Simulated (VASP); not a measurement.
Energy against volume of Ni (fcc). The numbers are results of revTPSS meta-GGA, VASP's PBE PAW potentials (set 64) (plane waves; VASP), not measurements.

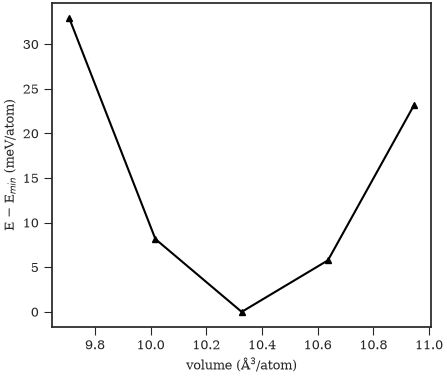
Energy against volume

**Question.** Estimate the equilibrium volume and the bulk modulus.

**Answer.** The minimum lies near 10.3 Å³/atom, and the curvature gives B0 of about 240 GPa.

Measured: bulk modulus 192 GPa at 0 K (computed value off by +23.3 %), as given by Daniel Mejia-Rodriguez et al., Physical Review B (2018), arXiv:1807.09216 [0 K value with the zero-point phonon effect removed]; a 3.508 Å at 0 K (computed value off by -1.4 %), as given by Daniel Mejia-Rodriguez et al., Physical Review B (2018), arXiv:1807.09216 [static lattice: zero-point anharmonic expansion removed].

The compound is Ni in the fcc structure. It was relaxed first, which changed the volume by -5 %.
